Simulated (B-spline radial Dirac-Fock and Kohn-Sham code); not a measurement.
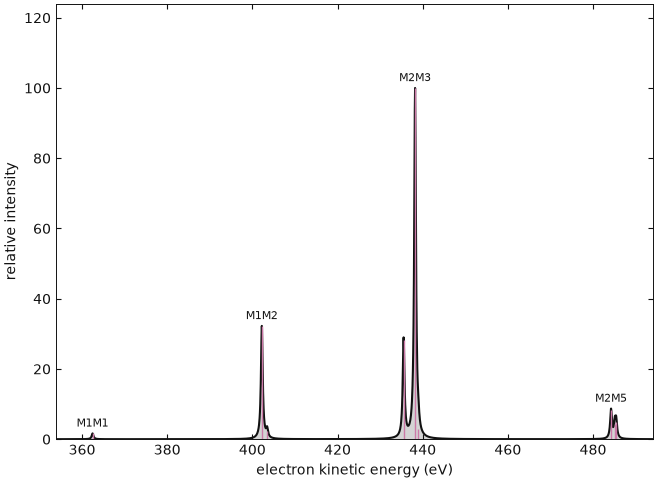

Auger groups that fill an L2 (2p1/2) hole, broadened by 0.50 eV full width. Kinetic energies count from the vacuum level; very weak lines are left out. System: Cr⁵⁺, configuration [Ar] 3d1, inside a Watson sphere of charge −5 and radius 1.6 Å that stands in for a crystal. The calculation used independent-particle Coulomb rates on relativistic LDA orbitals, configuration-average energies from Dirac–Fock (a radial B-spline solver).

The strongest group is L2-M2M3 at 438.2 eV (54 % of the non-radiative width), followed by L2-M1M2 at 402.2 eV (17 %), L2-M2M2 at 435.5 eV (15 %), L2-M2M5 at 484.2 eV (4.4 %). The lines shown span 362.5 eV to 485.4 eV.
